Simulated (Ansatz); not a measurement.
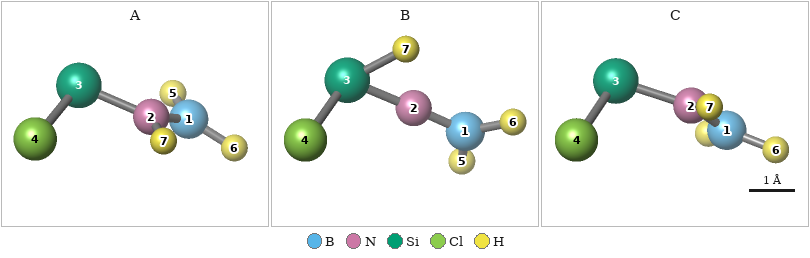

3 geometries from a converged minimum-energy path of BSiNH3Cl, shuffled. Style: ball-and-stick. Shown at a tilt.

Theory: RKS B3LYP-D4/def2-SVP (Ansatz 0.2.0). Run with 5 movable images; climbing image; force threshold 0.05 eV/Å; iteration limit 60; starting path through a guess of the saddle point.

Which of them lies highest in energy?

B. In order along the path, whose images run from 0 to 6: B (image 2, +39.9 kcal/mol), C (image 4, −12.3 kcal/mol), A (image 5, −18.5 kcal/mol). A hydrogen atom shifts from one atom to another. Breaking: Si3–H7 (1.47 → 1.57 at the top → 2.44 Å). Forming: N2–H7 (2.71 → 1.67 at the top → 1.02 Å).
